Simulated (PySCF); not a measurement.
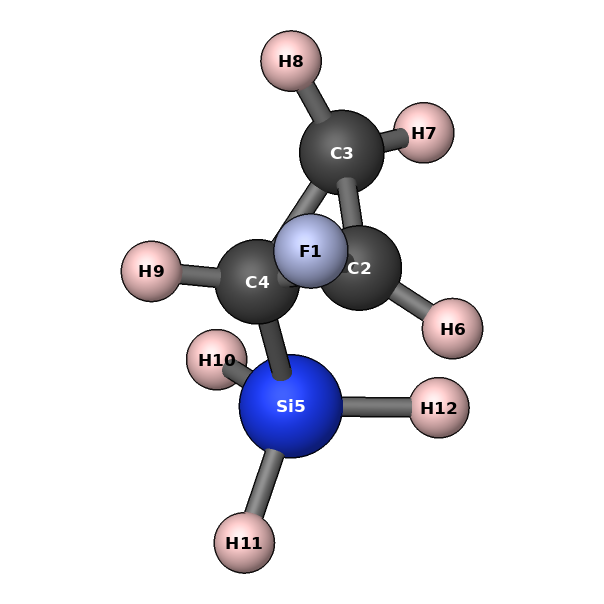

Every bond is drawn as one stick. The computed structure is the end point of a GFN2-xTB optimisation. No frequency run is at hand to confirm it as a minimum. Level of theory: PBE0/pcSseg-1 (PySCF 2.14.0).

List the Mayer bond orders of F1–C2, C2–C3, C2–C4, C2–H6, C3–C4, C3–H7, C3–H8, C4–Si5, C4–H9, Si5–H10, Si5–H11, Si5–H12.

| bond | Mayer order | length (Å) |
| --- | --- | --- |
| F1–C2 | 0.92 | 1.366 |
| C2–C3 | 0.96 | 1.488 |
| C2–C4 | 0.94 | 1.494 |
| C2–H6 | 0.96 | 1.083 |
| C3–C4 | 0.94 | 1.510 |
| C3–H7 | 0.95 | 1.079 |
| C3–H8 | 0.95 | 1.080 |
| C4–Si5 | 0.87 | 1.884 |
| C4–H9 | 0.94 | 1.084 |
| Si5–H10 | 0.94 | 1.463 |
| Si5–H11 | 0.95 | 1.462 |
| Si5–H12 | 0.94 | 1.465 |

The geometry is semi-empirical. Around Si such bond lengths and angles can be off by a tenth of an ångström or more and by several degrees, and values that hang on the shape move with them.
